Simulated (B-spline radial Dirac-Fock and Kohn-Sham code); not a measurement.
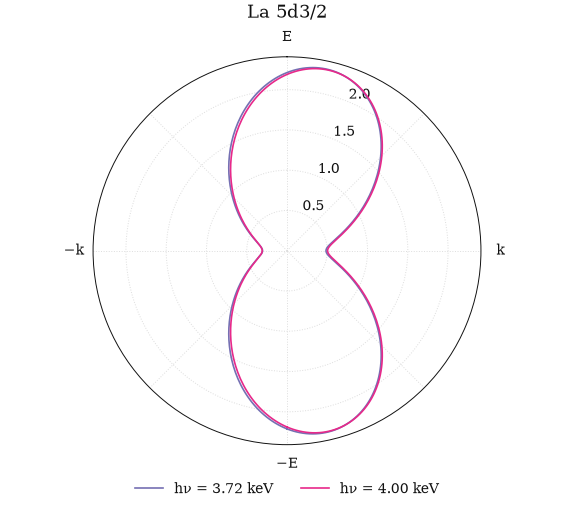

Angular distribution of photoelectrons from O4 (5d3/2) in the plane of the polarisation E (up) and the photon direction k (right), relative to an isotropic one. The figure is for neutral lanthanum. Level of theory: a Dirac–Hartree–Slater potential; 1 + βP₂(cos θ) + (δ + γ cos²θ) sin θ cos φ with E1 and E1–E2 terms; calculated with a B-spline radial atomic code. Open shells are averaged over j.

> Is the pattern at 4.00 keV symmetric between forward and backward?

No: 45° forward of E it is 1.8 times the value 45° backward, from the non-dipole terms.
